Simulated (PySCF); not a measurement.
C₅H₁₁NSi

```json
{"atom": "C", "x (Å)": "2.3565", "y (Å)": "-0.3881", "z (Å)": "0.8032"}
{"atom": "N", "x (Å)": "1.3441", "y (Å)": "0.1926", "z (Å)": "0.3574"}
{"atom": "C", "x (Å)": "0.4152", "y (Å)": "-0.4949", "z (Å)": "-0.4761"}
{"atom": "C", "x (Å)": "0.2447", "y (Å)": "0.3401", "z (Å)": "-1.7652"}
{"atom": "Si", "x (Å)": "-1.2258", "y (Å)": "1.2657", "z (Å)": "-0.9735"}
{"atom": "C", "x (Å)": "-1.0160", "y (Å)": "-0.3130", "z (Å)": "0.0935"}
{"atom": "C", "x (Å)": "-1.1322", "y (Å)": "-0.2884", "z (Å)": "1.6065"}
{"atom": "H", "x (Å)": "2.6053", "y (Å)": "-1.4390", "z (Å)": "0.6048"}
{"atom": "H", "x (Å)": "3.0440", "y (Å)": "0.1679", "z (Å)": "1.4247"}
{"atom": "H", "x (Å)": "0.7067", "y (Å)": "-1.5478", "z (Å)": "-0.6438"}
{"atom": "H", "x (Å)": "-0.0331", "y (Å)": "-0.2961", "z (Å)": "-2.6028"}
{"atom": "H", "x (Å)": "1.1429", "y (Å)": "0.8876", "z (Å)": "-2.0382"}
{"atom": "H", "x (Å)": "-0.8832", "y (Å)": "2.5156", "z (Å)": "-0.3054"}
{"atom": "H", "x (Å)": "-2.4563", "y (Å)": "1.3760", "z (Å)": "-1.7598"}
{"atom": "H", "x (Å)": "-1.6368", "y (Å)": "-1.1252", "z (Å)": "-0.2954"}
{"atom": "H", "x (Å)": "-0.8122", "y (Å)": "-1.2382", "z (Å)": "2.0365"}
{"atom": "H", "x (Å)": "-0.5084", "y (Å)": "0.4998", "z (Å)": "2.0202"}
{"atom": "H", "x (Å)": "-2.1641", "y (Å)": "-0.1082", "z (Å)": "1.9018"}
```

Geometry: GFN2-xTB.

These are results of PySCF, PBE0/pcSseg-1, SCF density, gas phase, non-relativistic, not measurements.

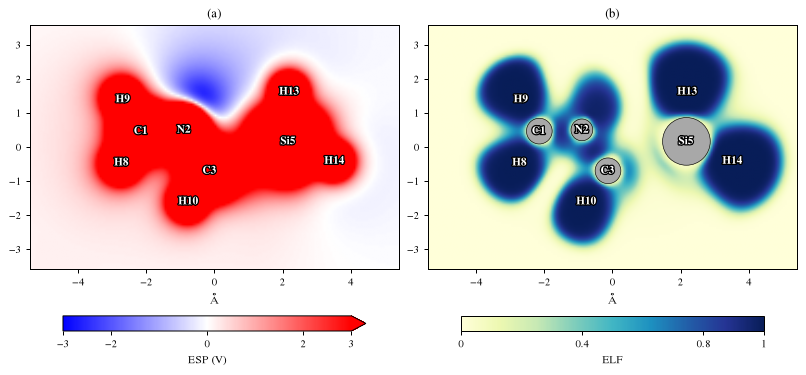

Figure 1. (a) electrostatic potential; (b) electron localisation function on the plane of atoms N2, C1 and H9. Grey discs cover the atomic cores in the ELF map.

> Read the bonding off the picture.

The plane passes through C, N, Si and H nuclei. C–N (1.25 Å): the ELF peaks at about 0.90 between the atoms (a short, multiple covalent bond). C–H (1.08 Å): the ELF climbs to about 1 towards the hydrogen, as it does in any bond to H; a covalent bond by its length. C–N (1.42 Å): the ELF peaks at about 0.95 between the atoms; a covalent bond. Si–H (1.46 Å): the ELF climbs to about 1 towards the hydrogen. The ELF also peaks beside N2, away from the bonds: lone-pair regions. Outside the dense part of the molecule the potential is most negative (−2.5 V) near N2.

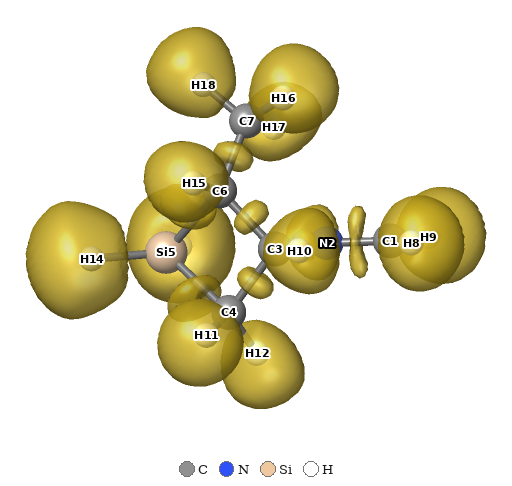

Figure 2. Isosurface of the electron localisation function at 0.85 (yellow), seen across its widest extent. Only the valence region is drawn (cores and ρ < 0.01 e/Å³ removed).

> Where are the electrons localised?

The ELF exceeds this value in three regions between bonded C–C atoms (shared pairs), two regions between bonded C–N atoms (shared pairs), two regions between bonded C–Si atoms (shared pairs), eleven regions around hydrogen nuclei and one lobe on N, pointing away from the bonds (lone pairs).


 C–C (1.52 Å): the ELF peaks at about 0.95 between the atoms, as expected for a shared electron pair.

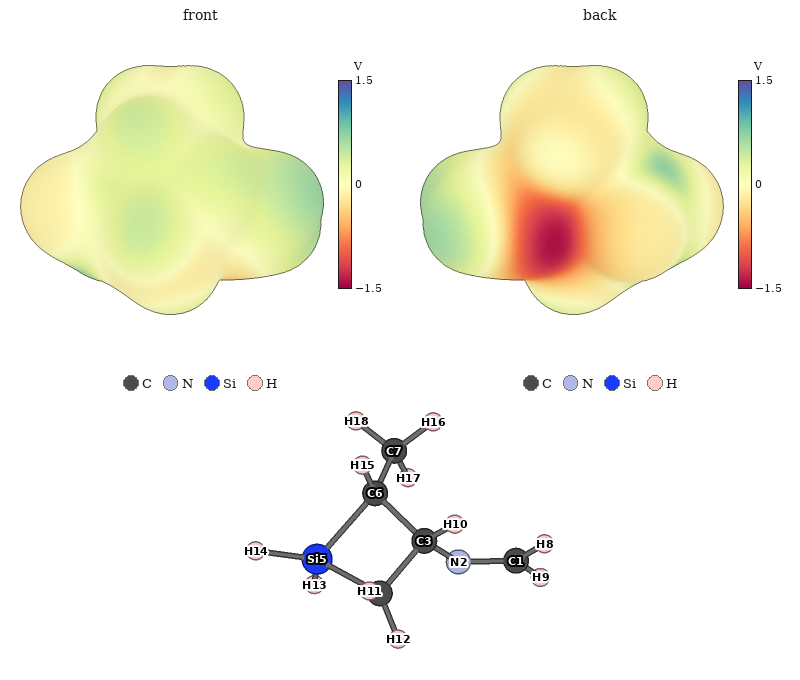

Figure 3. The molecular electrostatic potential painted on the density surface at 0.001 e/bohr³, seen from the front and from behind; the colour scale runs from red (negative) to blue (positive). The bare structure is drawn below in the same view.

> Which sites attract a positive test charge, and which a negative one?

A positive charge is drawn to the negative regions and a negative charge to the positive ones. The most negative region (about −1.4 V) lies over N2, the most positive (about +0.6 V) over Si5, H8 and H9. N2 is the likeliest acceptor of a hydrogen bond.
